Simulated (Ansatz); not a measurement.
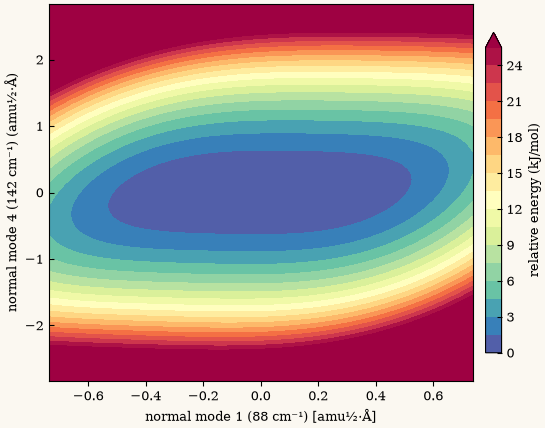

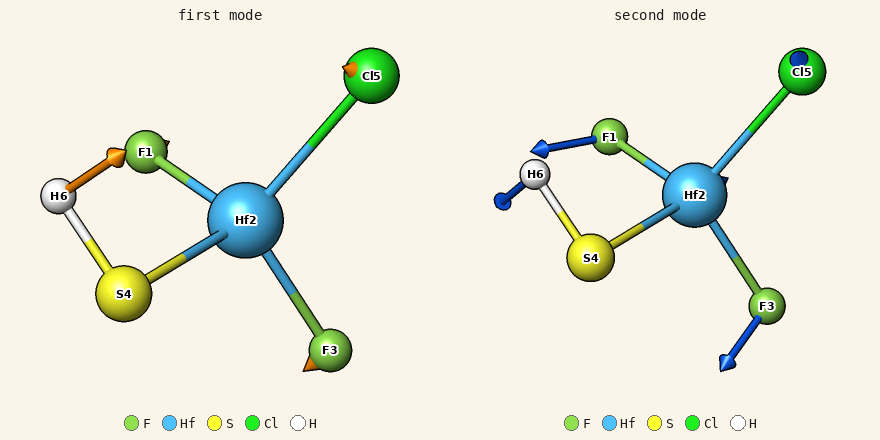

Energy landscape of ClF2HHfS, SMILES [F][Hf]([F])([SH])[Cl]. First axis: normal mode 1 (88 cm⁻¹). Second axis: normal mode 4 (142 cm⁻¹). Nothing is relaxed (straight displacements along the two mass-weighted modes). Grid: 15 × 15 points. Points are written as (first, second). Energies: kJ/mol, counted from the relaxed molecule at the same level. Level of theory: RHF-MP2, frozen core/def2-SVP (Ansatz 0.2.0).

Drawn: filled contours, one colour for all values above the top of the scale. Between grid points the surface is interpolated. The second picture is the structure at the lowest point

Where are the wells?

Answer. The lowest grid point is at (0.000 amu½·Å, 0.00 amu½·Å), 0.0 kJ/mol from the relaxed molecule at the same level. The highest grid point, (−0.738 amu½·Å, 2.84 amu½·Å), lies 73.1 kJ/mol above the lowest.

Grid values (kJ/mol):

```
normal mode 4 (142 cm⁻¹) ↓, normal mode 1 (88 cm⁻¹) →  −0.738  −0.632  −0.527  −0.421  −0.316  −0.211  −0.105  0.000  0.105  0.211  0.316  0.421  0.527  0.632  0.738
                                                 2.84    73.2    64.6    57.3    51.4    46.8    43.3    40.8   39.1   38.1   37.6   37.4   37.4   37.6   37.8   38.1
                                                 2.43    54.9    47.4    41.2    36.3    32.6    29.9    28.0   26.9   26.3   26.0   25.9   26.0   26.2   26.4   26.7
                                                 2.03    40.1    33.6    28.5    24.5    21.6    19.6    18.3   17.5   17.2   17.0   17.1   17.2   17.3   17.6   18.0
                                                 1.62    28.3    22.9    18.7    15.5    13.3    11.9    11.0   10.6   10.4   10.4   10.5   10.6   10.8   11.1   11.7
                                                 1.22    19.3    14.8    11.4     9.0     7.4     6.4     5.9    5.7    5.6    5.6    5.7    5.8    6.1    6.6    7.4
                                                 0.81    12.6     9.0     6.4     4.6     3.5     2.8     2.5    2.4    2.4    2.5    2.6    2.8    3.1    3.8    5.0
                                                 0.41     7.9     5.1     3.2     1.9     1.2     0.8     0.6    0.6    0.6    0.7    0.8    1.1    1.7    2.7    4.4
                                                 0.00     5.2     3.0     1.6     0.8     0.3     0.1     0.0    0.0    0.0    0.1    0.3    0.8    1.7    3.1    5.3
                                                −0.41     4.3     2.7     1.6     1.1     0.8     0.7     0.6    0.6    0.6    0.8    1.2    1.9    3.1    5.1    7.9
                                                −0.81     5.1     3.9     3.2     2.8     2.7     2.6     2.5    2.5    2.5    2.8    3.4    4.5    6.2    8.8   12.3
                                                −1.22     7.8     6.9     6.4     6.1     6.0     5.9     5.8    5.8    5.9    6.4    7.3    8.8   11.1   14.3   18.7
                                                −1.62    12.5    11.8    11.4    11.2    11.0    10.8    10.7   10.8   11.1   11.8   13.1   15.1   18.1   22.1   27.3
                                                −2.03    19.5    18.9    18.5    18.2    18.0    17.8    17.7   17.9   18.4   19.5   21.2   23.9   27.6   32.4   38.5
                                                −2.43    29.0    28.4    28.0    27.6    27.3    27.1    27.1   27.4   28.3   29.8   32.1   35.4   39.9   45.6   52.6
                                                −2.84    41.3    40.7    40.2    39.8    39.4    39.2    39.3   39.9   41.1   43.1   46.1   50.2   55.5   62.1   70.0
```

Each point was launched as `ansatz run input.yaml --threads 1 --pin off --max-ram 2560MiB --backend cpu --events-out ev --progress --plain --runs-dir out`. Time for the 225 points that were run: 23 min on 1 thread of Arm Neoverse V2, with other jobs on the host.
